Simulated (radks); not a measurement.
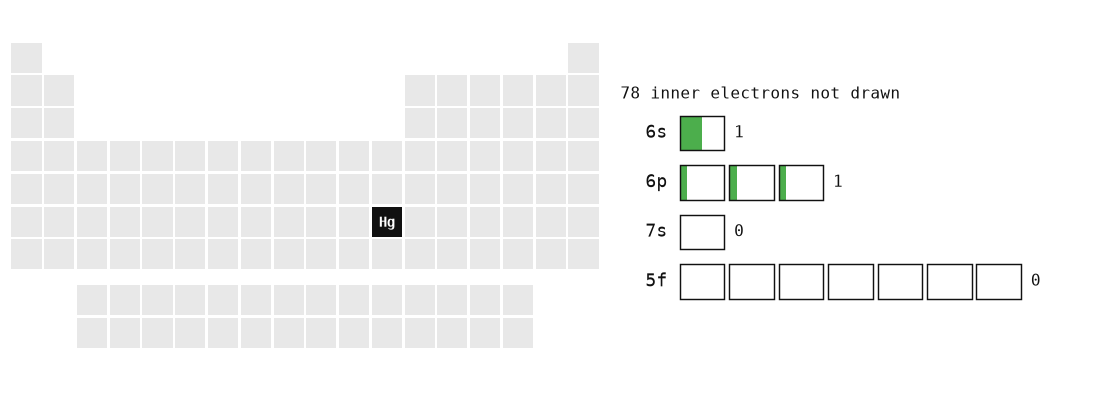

**Figure 1.** Left, the place of mercury in the periodic table; right, the outer shells as the input fills them: a box for each of the 2l + 1 orbitals, shaded by the share of the shell that is filled, with the electron count at the right.

**Atomic calculation for Hg**

The neutral mercury atom in the configuration [Xe] 4f14 5d10 6s1 6p1 (high spin). Computed at this level: scalar-relativistic Kohn-Sham, OLYP, spin-polarised, spherical densities, point nucleus (the in-house radial solver radks).

**Input file**
```
Z 80
configuration [Xe] 4f14 5d10 6s1 6p1 7s0 5f0
relativity scalar-relativistic
functional optx,lyp
spin polarised
nucleus point
c 137.035999084
```

Energies in input and log are in hartree, lengths in bohr.

Hardware: 1 CPU thread, shared host.

**Log**
```
1s      1   1.0000       -3056.89291125
2s      1   1.0000        -542.11061671
2p      1   3.0000        -467.46106584
3s      1   1.0000        -128.74775970
3p      1   3.0000        -107.18390240
3d      1   5.0000         -84.54486834
4s      1   1.0000         -28.37349974
4p      1   3.0000         -21.30265354
4d      1   5.0000         -12.92723107
4f      1   7.0000          -3.63122751
5s      1   1.0000          -4.42745644
5p      1   3.0000          -2.52691297
5d      1   5.0000          -0.44232848
6s      1   1.0000          -0.31494665
6p      1   1.0000          -0.07747719
7s      1   0.0000          -0.02146783
5f      1   0.0000           0.00025740
1s      2   1.0000       -3056.89191710
2s      2   1.0000        -542.11047027
2p      2   3.0000        -467.46077416
3s      2   1.0000        -128.74731869
3p      2   3.0000        -107.18345514
3d      2   5.0000         -84.54457483
4s      2   1.0000         -28.37291645
4p      2   3.0000         -21.30191182
4d      2   5.0000         -12.92631490
4f      2   7.0000          -3.63024728
5s      2   1.0000          -4.42761119
5p      2   3.0000          -2.52699097
5d      2   5.0000          -0.42866838
6s      2   0.0000          -0.27190902
6p      2   0.0000          -0.06035834
7s      2   0.0000          -0.00643454
5f      2   0.0000           0.00024493
Etot -19629.38421992767
Ekin 22041.22440334898
Encl -48901.09040490407
Eh 7607.864344052183
Exc -377.38256242476257
err 7.2109964043648705e-09
it 16
```

**Orbitals**

| orbital | occupation | energy (eV) | ⟨r⟩ (bohr) | outer maximum (bohr) |
| --- | --- | --- | --- | --- |
| 1s up | 1 | −83182.3 | 0.01658 | 0.0102 |
| 1s down | 1 | −83182.3 | 0.01658 | 0.0102 |
| 2s up | 1 | −14751.6 | 0.06991 | 0.0591 |
| 2s down | 1 | −14751.6 | 0.06991 | 0.0591 |
| 2p up | 3 | −12720.3 | 0.06328 | 0.0491 |
| 2p down | 3 | −12720.3 | 0.06328 | 0.0491 |
| 3s up | 1 | −3503.4 | 0.1806 | 0.167 |
| 3s down | 1 | −3503.4 | 0.1806 | 0.167 |
| 3p up | 3 | −2916.6 | 0.1821 | 0.166 |
| 3p down | 3 | −2916.6 | 0.1821 | 0.166 |
| 3d up | 5 | −2300.6 | 0.1650 | 0.135 |
| 3d down | 5 | −2300.6 | 0.1650 | 0.135 |
| 4s up | 1 | −772.082 | 0.3991 | 0.376 |
| 4s down | 1 | −772.066 | 0.3990 | 0.376 |
| 4p up | 3 | −579.675 | 0.4253 | 0.396 |
| 4p down | 3 | −579.655 | 0.4253 | 0.396 |
| 4d up | 5 | −351.768 | 0.4485 | 0.403 |
| 4d down | 5 | −351.743 | 0.4485 | 0.403 |
| 5s down | 1 | −120.481 | 0.9009 | 0.827 |
| 5s up | 1 | −120.477 | 0.9009 | 0.827 |
| 4f up | 7 | −98.811 | 0.4815 | 0.366 |
| 4f down | 7 | −98.784 | 0.4815 | 0.366 |
| 5p down | 3 | −68.763 | 1.038 | 0.928 |
| 5p up | 3 | −68.761 | 1.039 | 0.928 |
| 5d up | 5 | −12.036 | 1.486 | 1.16 |
| 5d down | 5 | −11.665 | 1.461 | 1.16 |
| 6s up | 1 | −8.570 | 2.604 | 2.18 |
| 6s down | 0 | −7.399 | 2.701 | 2.16 |
| 6p up | 1 | −2.108 | 4.062 | 3.06 |

**Slater integrals of the outer shells (hartree)**

```
 integral   value
F0(6p,6p)  0.2249
F2(6p,6p)  0.1149
F0(6p,6s)  0.2665
G1(6p,6s)  0.1457
F0(6p,5d)  0.2905
F2(6p,5d)  0.0775
G1(6p,5d)  0.0357
G3(6p,5d)  0.0271
F0(6p,5p)  0.2977
F2(6p,5p)  0.0503
G0(6p,5p)  0.0075
G2(6p,5p)  0.0100
F0(6s,6s)  0.3469
F0(6s,5d)  0.4146
G2(6s,5d)  0.0962
F0(6s,5p)  0.4361
G1(6s,5p)  0.0291
F0(5d,5d)  0.6118
F2(5d,5d)  0.3123
F4(5d,5d)  0.2055
```

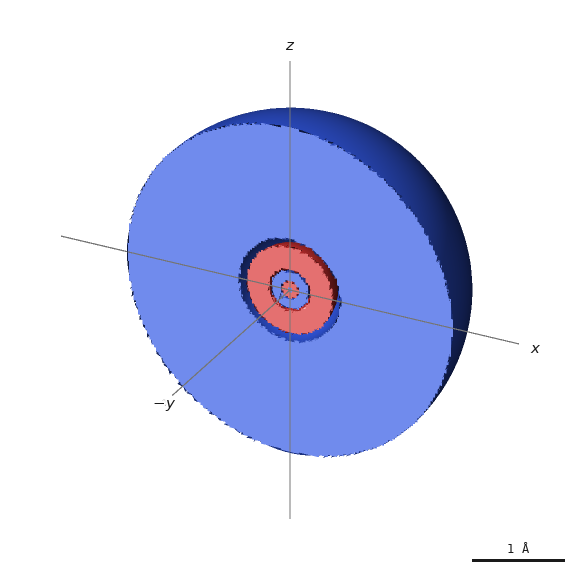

**Figure 2.** The 6s orbital of down spin. The surface of constant |ψ| that holds about 85 % of the electron is drawn, blue where ψ is positive and red where it is negative, with the half in front of the xz plane cut away and the cut face painted. The radial function comes from the spherical calculation and is multiplied by a real spherical harmonic; the overall sign is chosen so that the largest lobe of P(r) is positive; at the scalar-relativistic level it is the large component. It has no angular node and 5 radial nodes, at r = 0.0194, 0.0780, 0.201, 0.455 and 1.07 bohr; only the outer 2 can be made out at this scale. The outermost maximum of P² lies at 2.16 bohr, ⟨r⟩ = 2.70 bohr, 90 % of the charge lies within 4.11 bohr, and the eigenvalue is −7.40 eV (the orbital is empty).

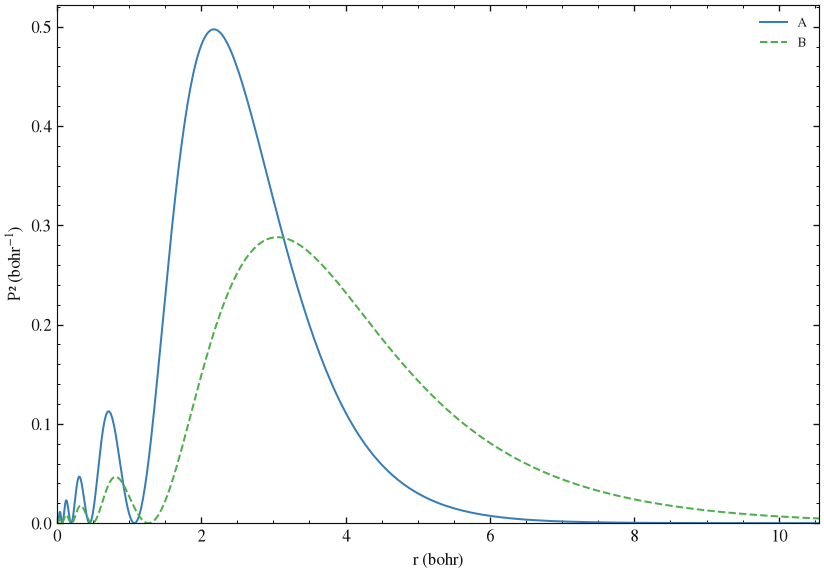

**Figure 3.** The radial probability densities P² of 6s up and 6p up. A is 6s up; B is 6p up. 6s up: outer maximum at 2.18 bohr, ⟨r⟩ = 2.60 bohr, 5 nodes, eigenvalue −8.57 eV; 6p up: outer maximum at 3.06 bohr, ⟨r⟩ = 4.06 bohr, 4 nodes, eigenvalue −2.11 eV. The innermost lobes are too small to be seen at this scale.

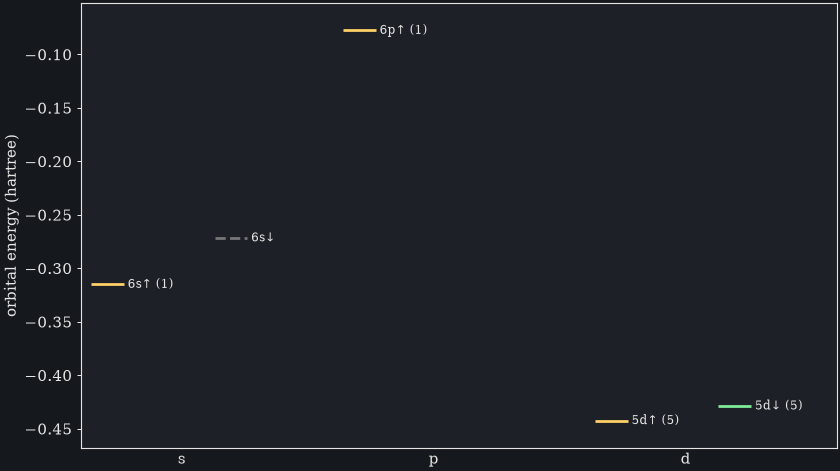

**Figure 4.** The outer levels are drawn (occupations in brackets, up spins at the left of each column and down spins at the right, empty levels dashed). The highest occupied level is 6p up at −0.0775 hartree. From the top down the occupied levels run 6p up (−0.0775 hartree), 6s up (−0.315 hartree), 5d down (−0.429 hartree), 5d up (−0.442 hartree). The lowest empty level drawn is 6s down at −0.272 hartree. The largest exchange splitting (down less up) among the shells drawn in both spins is that of 6s, 0.0430 hartree. The order isn't aufbau: the empty 6s down level lies under the highest occupied one.

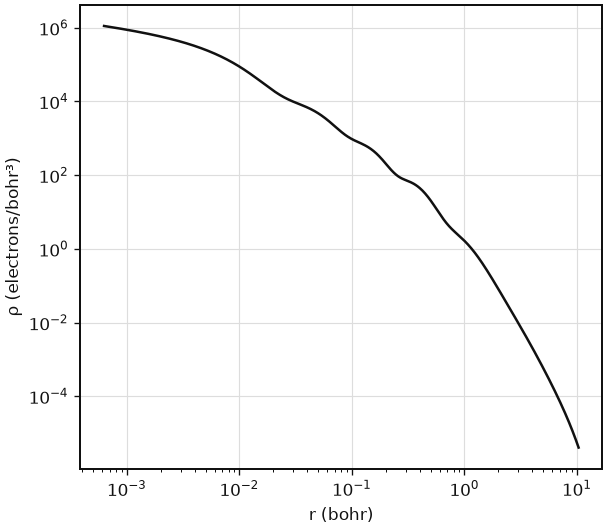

**Figure 5.** The electron density ρ(r) on a logarithmic scale. The density falls from 1.1×10⁶ electrons/bohr³ at the inner end (r = 0.00063 bohr) to 0.001 at r = 4.56 bohr, a common measure of the size of an atom or ion. The highest occupied orbital, 6p up (⟨r⟩ = 4.06 bohr, −2.11 eV), is also the most diffuse and sets the fall-off far out: over the last part drawn ln ρ falls by 0.86 per bohr, against 2√(−2ε) = 0.79 for the pure exponential. The steps in the slope mark the shells; the radial density has its minima at 0.021, 0.091 and 0.26 bohr.

**Results in brief**

- outcome: converged
- total energy: −19629.3842 hartree
- kinetic energy: 22041.2244 hartree
- electron–nucleus energy: −48901.0904 hartree
- Hartree energy: 7607.8643 hartree
- exchange–correlation energy: −377.382562 hartree
- radius at density 0.001 e/bohr³: 4.56 bohr
- SCF iterations: 16
